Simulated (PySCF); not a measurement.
# C3H7FSi: the cost of one run

Programs: PySCF 2.14.0, with density-fitted response routines of our own. Each step states its level of theory. These are calculated values for one molecule in the gas phase, unless marked as measured. Atoms count from 0, in the outputs and in this text.

## Step 1: The starting structure

12 atoms, charge 0, multiplicity 1; geometry from: GFN2-xTB. The atoms were then displaced at random by about 0.01 Å, so the start is not that level's minimum.

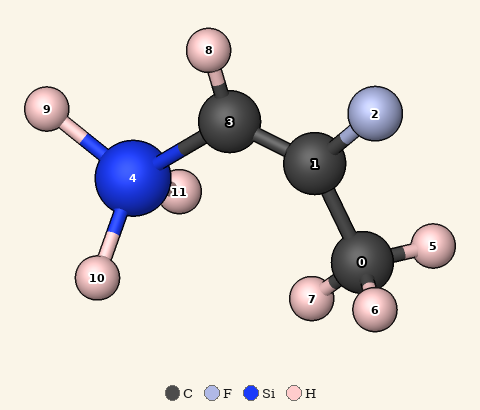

As it starts; carbon dark grey, fluorine light blue, silicon blue, hydrogen pink, atoms numbered.

## Step 2: Optimising the geometry at PBE0-D3(BJ)/def2-SVP

The job: settings as JSON, then the geometry in Å.

```
{"job": {"xc": "PBE0", "basis": "def2-SVP", "d3": "d3bj", "grid": 1, "shake": 0.01, "kind": "geom"}, "charge": 0, "multiplicity": 1}
C      1.366400    -0.918900     0.416830
C      0.999460     0.505320     0.057340
F      2.086890     1.311250     0.067260
C     -0.136420     1.035950    -0.251780
Si    -1.794100     0.086240    -0.334020
H      2.075150    -1.277800    -0.296440
H      1.806080    -0.925840     1.405130
H      0.474280    -1.511360     0.391600
H     -0.186510     2.096860    -0.454020
H     -2.837770     1.043630    -0.688540
H     -2.108230    -0.496850     0.993530
H     -1.705530    -0.976780    -1.315910
```

On the command line:

```console
OMP_NUM_THREADS=1 python probes_run.py task.json out
```

One launch serves the whole session: the jobs run in the order shown.

Q: Estimate the wall time and peak memory of this first job on 1 thread of Intel Xeon Platinum 8488C, shared host.

About 39 s, with a peak of 0.46 GiB.
